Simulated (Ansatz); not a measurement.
**A computed series for W: response to strain**

Base system: W in the bcc (W type) structure (space group Im-3m, No. 229; relaxed with 0.1 eV smearing).

```
W
1.0
   -1.58442     1.58442     1.58442
    1.58442    -1.58442     1.58442
    1.58442     1.58442    -1.58442
W
1
Direct
  0.00000   0.00000   0.00000
```

Cartesian axes are those of the cell as printed.

Strains are applied to the cell and any free atomic positions relax; under biaxial strain the out-of-plane vector relaxes too.

Method: DFT with r2SCAN, PAW potentials and a 500 eV plane-wave cutoff in Ansatz (a quantum-chemistry and plane-wave program), scalar-relativistic without spin-orbit coupling.

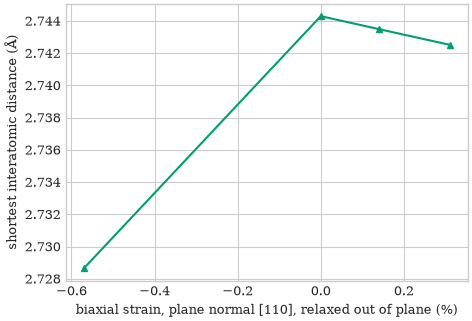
Figure: Shortest interatomic distance against biaxial strain, plane normal [110], relaxed out of plane

```tsv
biaxial strain, plane normal [110], relaxed out of plane (%)	shortest interatomic distance
-0.57	2.729 Å
0.14	2.743 Å
0.31	2.743 Å
```

Stability against distortions was not tested. All final runs are without spin polarisation.
